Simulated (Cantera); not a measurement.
Charge: 1 mol Si, 0.044 mol CO2, 130 mol H2, held at 14000 Pa.

These are equilibrium values from Cantera (NASA tables, ideal gas, pure condensed phases), not measurements of a reactor. Candidate condensed phases: C, C6H6, C7H8, C8H18, H2O, Si, SiC, SiO2; 123 gas species. Mutual solubility and eutectic melting of coexisting phases are not modelled. The tables hold silica as quartz up to 1696 K and as liquid above; real silica turns to tridymite and cristobalite and melts near 1996 K. Kinetics and transport are ignored.

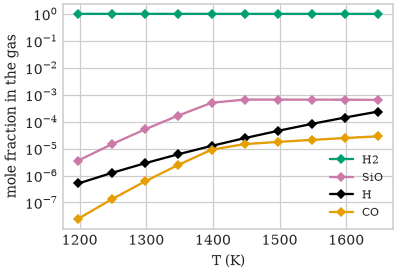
Equilibrium gas composition (values under 1e-9 drawn at 1e-9)

From 1198 K to 1398 K the condensed part is Si(s) + SiC(s) + SiO2(β-quartz). From 1448 K to 1648 K the condensed part is Si(s) + SiC(s). The main Si-bearing gas is SiO throughout.
